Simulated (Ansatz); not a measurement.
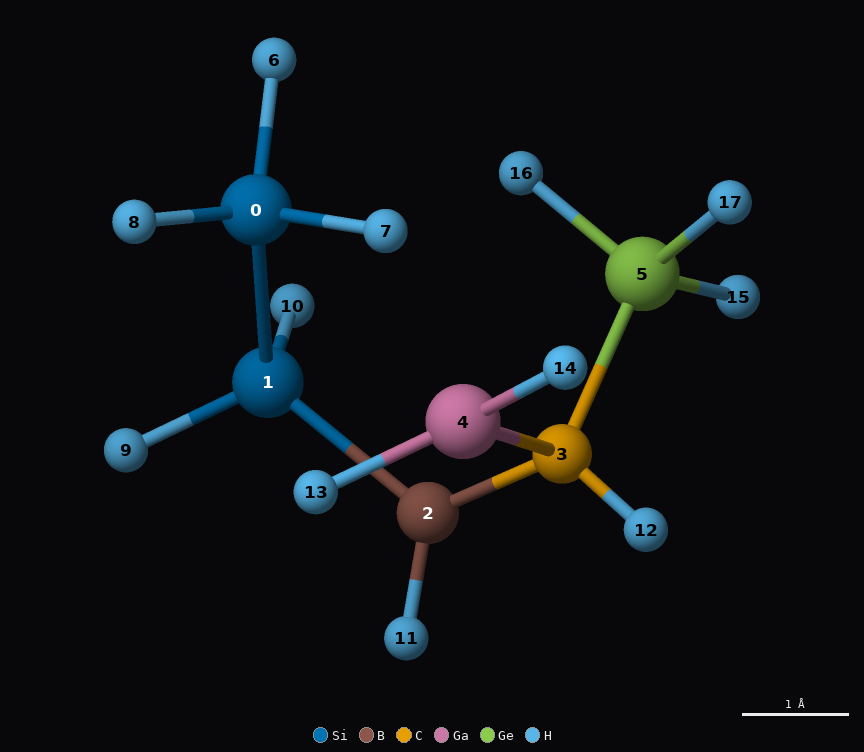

The picture shows the input geometry. Atoms are numbered from 0, in the order of the input.

Ansatz 0.2.0 input:

```yaml
crystal:
  periodic: [false, false, false]
  atoms:
    - {symbol: Si, position_ang: [0.529993, 1.592850, -1.321247]}
    - {symbol: Si, position_ang: [1.852201, 0.680639, 0.390980]}
    - {symbol: B, position_ang: [1.038064, -1.139688, 0.770820]}
    - {symbol: C, position_ang: [-0.454197, -1.318843, 0.805034]}
    - {symbol: Ga, position_ang: [-0.531200, -1.285811, -1.251028]}
    - {symbol: Ge, position_ang: [-1.659975, 0.058920, 1.470494]}
    - {symbol: H, position_ang: [-0.135413, 2.893039, -1.047956]}
    - {symbol: H, position_ang: [-0.685041, 0.665934, -1.506068]}
    - {symbol: H, position_ang: [1.148425, 1.624368, -2.670670]}
    - {symbol: H, position_ang: [3.253734, 0.649150, -0.110195]}
    - {symbol: H, position_ang: [1.800553, 1.636299, 1.534714]}
    - {symbol: H, position_ang: [1.772622, -2.088432, 0.820878]}
    - {symbol: H, position_ang: [-0.827542, -2.316301, 1.058446]}
    - {symbol: H, position_ang: [0.783819, -1.438559, -2.096851]}
    - {symbol: H, position_ang: [-1.958545, -1.566058, -1.821399]}
    - {symbol: H, position_ang: [-1.815440, -0.072240, 2.995672]}
    - {symbol: H, position_ang: [-1.058273, 1.445805, 1.158900]}
    - {symbol: H, position_ang: [-3.053786, -0.021083, 0.819495]}
basis:
  gaussian: {orbitals: pcseg-2, final_grid: {core_spheres: 8, valence_spheres: 7, degree: 23}}
hamiltonian: {xc: {name: SPW92}}
scf: {lower_state_search: off}
output: {forces: true}
```

It was started with:

```sh
ansatz run in.yaml --threads 2 --pin off --events-out ev --progress --plain --max-ram 32768MiB --backend cuda --devices 0, --max-vram 18GiB
```

Output:

```
Functional definition: SPW92
  name "SPW92"
  cite "Dirac, Proc. Camb. Phil. Soc. 26, 376 (1930) doi:10.1017/S0305004100016108"
  cite "Slater, Phys. Rev. 81, 385 (1951) doi:10.1103/PhysRev.81.385"
  cite "Perdew & Wang, Phys. Rev. B 45, 13244 (1992) doi:10.1103/PhysRevB.45.13244"
  exchange = slater_x
  correlation = pw_c
these checks for a lower state are left out or cut short: stability, starts, cluster_reference, orbital_swaps, neighbouring_geometries, increment
2228 factors; their error is unknown
mean field evaluation 1: about -126295.9124 eV, gradient 8.6e1 eV
mean field evaluation 2: about -126193.6938 eV, gradient 1.7e2 eV
mean field evaluation 4: about -126311.8501 eV, gradient 1.7e1 eV
mean field evaluation 8: about -126312.6518 eV, gradient 2.1e-1 eV
mean field evaluation 16: about -126312.5576 eV, gradient 6.5e-4 eV
mean field -126312.55756689 eV, -4641.9008728567 hartree, gradient 4.4e-6 eV, S^2 0.000000; 0 other end points of the search recorded, 0 dependent functions left out
the calculation of the forces begins
reference -126312.55764332 eV, -4641.9008756653 hartree; 57, 57 occupied and 325, 325 virtual orbitals, 2228 factors
Total energy: -126312.55764332 eV, -4641.9008756653 hartree
Atom 0 at     0.529993     1.592850    -1.321247 Å, force     0.235128    -0.195185     0.319462 eV/Å
Atom 1 at     1.852201     0.680639     0.390980 Å, force    -0.333935    -0.254627    -0.122063 eV/Å
Atom 2 at     1.038064    -1.139688     0.770820 Å, force    -0.286125     0.299468    -0.178542 eV/Å
Atom 3 at    -0.454197    -1.318843     0.805034 Å, force     0.144191     0.435527    -0.187662 eV/Å
Atom 4 at    -0.531200    -1.285811    -1.251028 Å, force     0.144866     0.200476     0.241614 eV/Å
Atom 5 at    -1.659975     0.058920     1.470494 Å, force     0.129165    -0.149390    -0.141483 eV/Å
Atom 6 at    -0.135413     2.893039    -1.047956 Å, force    -0.109940     0.144649     0.030466 eV/Å
Atom 7 at    -0.685041     0.665934    -1.506068 Å, force    -0.145177    -0.231719     0.005934 eV/Å
Atom 8 at     1.148425     1.624368    -2.670670 Å, force     0.056601    -0.009433    -0.159155 eV/Å
Atom 9 at     3.253734     0.649150    -0.110195 Å, force     0.139422     0.011512    -0.058917 eV/Å
Atom 10 at     1.800553     1.636299     1.534714 Å, force    -0.008190     0.119407     0.110417 eV/Å
Atom 11 at     1.772622    -2.088432     0.820878 Å, force     0.115599    -0.149754    -0.002957 eV/Å
Atom 12 at    -0.827542    -2.316301     1.058446 Å, force    -0.132666    -0.276782     0.060940 eV/Å
Atom 13 at     0.783819    -1.438559    -2.096851 Å, force    -0.084158     0.026817     0.064806 eV/Å
Atom 14 at    -1.958545    -1.566058    -1.821399 Å, force     0.073605     0.030254     0.073491 eV/Å
Atom 15 at    -1.815440    -0.072240     2.995672 Å, force     0.012529    -0.008126     0.001293 eV/Å
Atom 16 at    -1.058273     1.445805     1.158900 Å, force     0.052672     0.013291    -0.040276 eV/Å
Atom 17 at    -3.053786    -0.021083     0.819495 Å, force    -0.003588    -0.006387    -0.017367 eV/Å
Dipole moment:    -0.102236     0.054438    -0.038833 e Å
Checks for a lower state left out: stability, starts, cluster_reference, orbital_swaps, neighbouring_geometries, increment
```

The calculation finished and met its thresholds.
